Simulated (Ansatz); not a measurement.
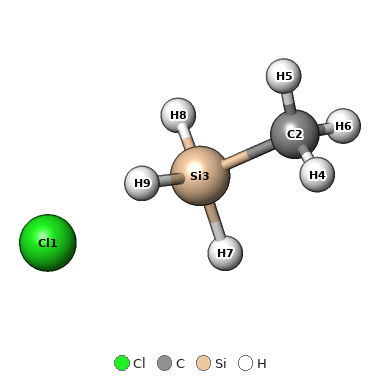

The system is the pair Cl···CH₆Si, charge −1; the picture shows the reference structure. The turn is about an axis along (0.03, −0.92, −0.38) in the frame of the relaxed pair, normal to the line between the partners. The first coordinate is: distance Si3···Cl1; the second: turn of Cl1 about Si3. The scan uses an 11 × 11 grid. Energies: eV, counted from the ion and the molecule far apart, frozen as in the relaxed pair, each in its own basis (no counterpoise correction). Energies and slopes of some neighbouring points disagree (a jump in structure or state, or too coarse a mesh). These are results of Ansatz 0.2.0, RKS B3LYP-D4/def2-SVPD, not measurements.

Its coordinates:

```tsv
atom	x (Å)	y (Å)	z (Å)
Cl	-0.3575	1.3587	-3.3449
C	0.1388	-0.5273	1.2983
Si	-0.0515	0.1957	-0.4819
H	-0.8008	-0.9870	1.6489
H	0.4149	0.2563	2.0243
H	0.9215	-1.3040	1.3362
H	-0.4192	-0.9723	-1.3229
H	1.2824	0.7682	-0.7980
H	-1.1284	1.2117	-0.3601
```

Range: distance Si3···Cl1 from 2.608 to 4.008 Å; turn of Cl1 about Si3 from −120 to 120°.

Predict the map.

The lowest grid point is at distance Si3···Cl1 = 3.139 Å, turn of Cl1 about Si3 = 0°, −0.39 eV from the ion and the molecule far apart, frozen as in the relaxed pair, each in its own basis (no counterpoise correction). Other grid points that lie below all their neighbours: distance Si3···Cl1 = 3.633 Å, turn of Cl1 about Si3 = −96° (0.12 eV higher). The highest grid point, distance Si3···Cl1 = 2.608 Å, turn of Cl1 about Si3 = 72°, lies 4.17 eV above the lowest.

| turn of Cl1 about Si3 ↓, distance Si3···Cl1 → | 2.608 | 2.664 | 2.756 | 2.868 | 2.997 | 3.139 | 3.293 | 3.458 | 3.633 | 3.816 | 4.008 |
| --- | --- | --- | --- | --- | --- | --- | --- | --- | --- | --- | --- |
| 120 | 2.33 | 2.00 | 1.54 | 1.08 | 0.68 | 0.36 | 0.12 | −0.04 | −0.14 | −0.20 | −0.22 |
| 96 | 2.35 | 1.97 | 1.44 | 0.94 | 0.54 | 0.23 | 0.03 | −0.10 | −0.17 | −0.20 | −0.20 |
| 72 | 3.79 | 3.15 | 2.32 | 1.58 | 0.98 | 0.53 | 0.22 | 0.03 | −0.09 | −0.14 | −0.16 |
| 48 | 2.17 | 1.83 | 1.36 | 0.91 | 0.55 | 0.27 | 0.07 | −0.05 | −0.12 | −0.15 | −0.16 |
| 24 | 0.38 | 0.26 | 0.11 | −0.03 | −0.14 | −0.21 | −0.24 | −0.25 | −0.25 | −0.23 | −0.21 |
| 0 | −0.18 | −0.23 | −0.30 | −0.35 | −0.38 | −0.39 | −0.37 | −0.35 | −0.31 | −0.28 | −0.24 |
| −24 | 0.21 | 0.12 | −0.01 | −0.12 | −0.20 | −0.25 | −0.27 | −0.27 | −0.26 | −0.24 | −0.21 |
| −48 | 0.95 | 0.77 | 0.52 | 0.30 | 0.11 | −0.02 | −0.11 | −0.16 | −0.18 | −0.18 | −0.17 |
| −72 | 1.09 | 0.89 | 0.62 | 0.36 | 0.15 | 0.00 | −0.10 | −0.16 | −0.19 | −0.19 | −0.18 |
| −96 | 0.65 | 0.49 | 0.28 | 0.09 | −0.07 | −0.17 | −0.24 | −0.27 | −0.27 | −0.26 | −0.24 |
| −120 | 2.36 | 2.06 | 1.61 | 1.16 | 0.74 | 0.40 | 0.13 | −0.06 | −0.18 | −0.24 | −0.27 |

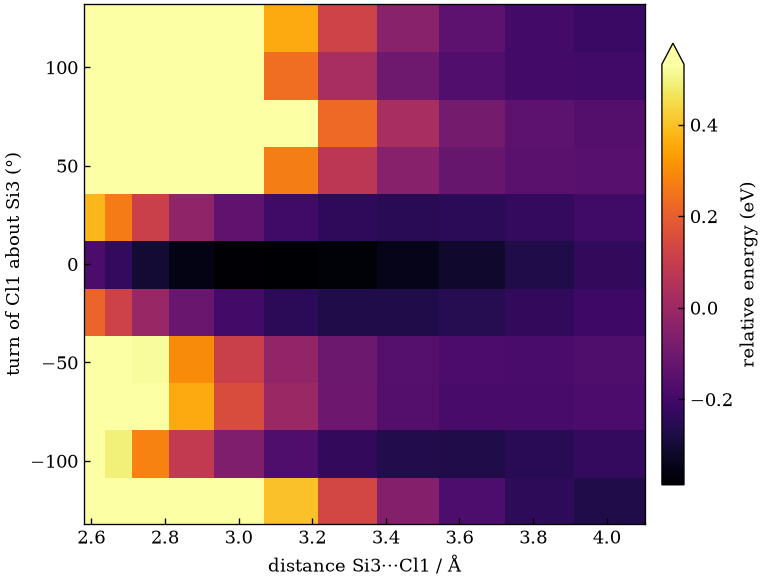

The picture shows one coloured cell a grid point, one colour for all values above the top of the scale.

Each point was launched as `ansatz run input.yaml --threads 1 --pin off --max-ram 2560MiB --backend cpu --events-out ev --progress --plain --runs-dir out`. The whole map (121 points run) took 11 min on 1 thread of Arm Neoverse V1, on a shared host.
